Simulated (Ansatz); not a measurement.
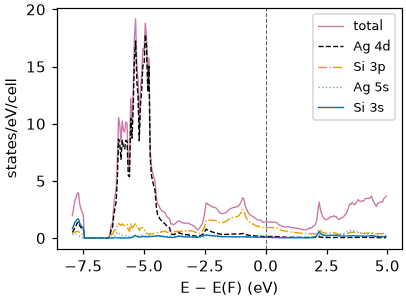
Figure. Total and projected density of states of SrSi2Ag2 in space group I4/mmm (No. 139; Si on 4e, Ag on 4d, Sr on 2a), plane-wave PAW r²SCAN (Ansatz code)

Q: Which orbitals carry the states next to the Fermi level?

A: Within 0.5 eV of the Fermi level: Si 3p 65 %, Ag 4d 10 %, outside the projected shells 15 %. Projections are on Löwdin-orthogonalised atomic valence shells; empty p or d shells of many metals are not among them.

Q: Where is the tallest occupied peak in this window, and what makes it?

A: Near -5.3 eV, about 19 states/eV per cell; the largest projected share is Ag 4d.

The workflow started from an entry of the Crystallography Open Database (COD). Whether it is the stable phase at ambient conditions was not checked. The r²SCAN relaxation kept the symmetry of its start; whether a distortion lowers the energy is not shown. No spin polarisation was allowed. Spin–orbit coupling is left out wherever it is not named.

Potentials: the later of the program's two PAW sets.
